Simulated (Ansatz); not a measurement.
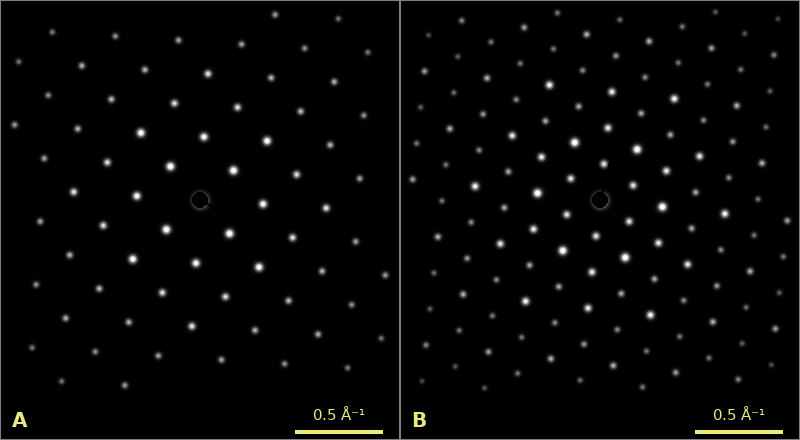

Kinematic electron diffraction patterns (300 kV, B = 0.5 Å², same scale, each along a low-index zone) of two structures of composition Li3W, each relaxed at zero pressure with DFT PBE, scalar-relativistic, plane waves, PAW in Ansatz 0.2.0.

The structures (standard cells):
1. P6_3/mmc (No. 194), a = 5.538 Å, c = 4.328 Å (hexagonal axes), 8 atoms; generated start, possibly hypothetical
2. Pm-3m (No. 221), a = 3.889 Å, 4 atoms; generated start, possibly hypothetical

Which pattern belongs to which structure, and along which zone?

A is structure 2 along [001] or an equivalent direction: square net of 1 0 0 at d = 3.89 Å and 0 1 0 at d = 3.89 Å, 90.0° apart. B is structure 1 along [001]: hexagonal net of 1 -1 0 at d = 4.80 Å and 1 0 0 at d = 4.80 Å, 60.0° apart.

Rank the structures by their computed energy.

Structure 1 (P6_3/mmc, 14.37 Å³ an atom) is the lowest of these; structure 2 (Pm-3m, 14.71 Å³ an atom) lies about 38 meV an atom higher. These are static energies at 0 K; other structures, not shown, may lie lower still.
